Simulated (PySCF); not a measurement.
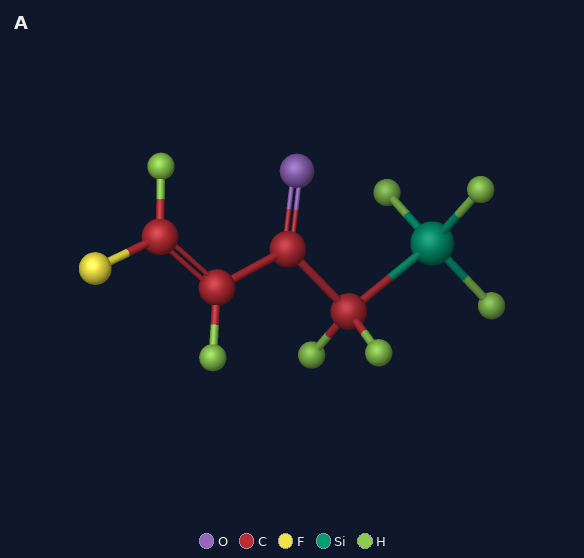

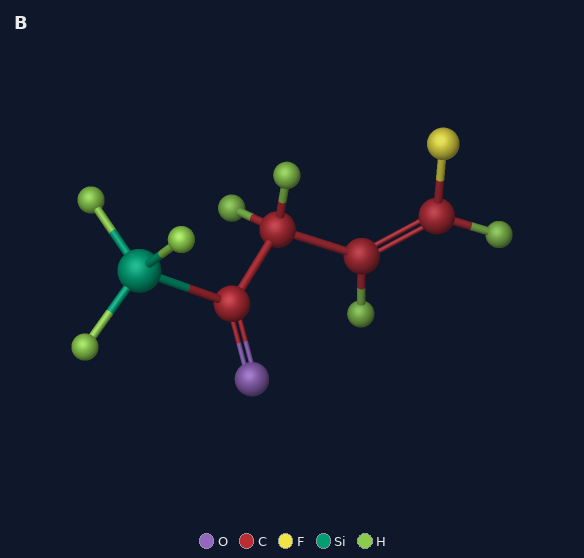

2 stationary structures of one formula. Geometries: GFN2-xTB. Electronic energies: PBE0/pcSseg-1 (PySCF 2.14.0), without zero-point energy. No frequency run is at hand to confirm each as a minimum. Each is one conformer, not always the lowest.

Are they conformers, stereoisomers or constitutional isomers?

They are constitutional isomers of C4H7FOSi: A `O=C(/C=C/F)C[SiH3]`, B `O=C([SiH3])C/C=C\F`.

Which structure is the most stable?

A is lowest; B lies 51.3 kJ/mol above it.

The geometry is semi-empirical. Around Si such bond lengths and angles can be off by a tenth of an ångström or more and by several degrees, and values that hang on the shape move with them.
